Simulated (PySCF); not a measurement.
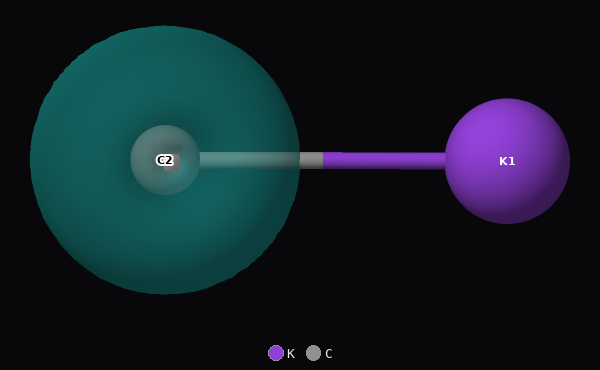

*KC (charge +1, triplet). Isosurface of the spin density at +0.06 e/Å³ (teal), seen from one side.*

Theory: PBE0/pcseg-1, non-relativistic, at a bond length of 3.263 Å (PySCF 2.14.0).

```yaml
atoms:
  - { symbol: K, position_ang: [0.0000, 0.0000, -0.7683] }
  - { symbol: C, position_ang: [0.0000, 0.0000, 2.4947] }
```

Q: Which atoms carry the spin?

A: The unpaired spin (2 electrons) lies mostly on C2 (about 1.9) and K1 (about 0.1), in electrons by Hirshfeld's partition.
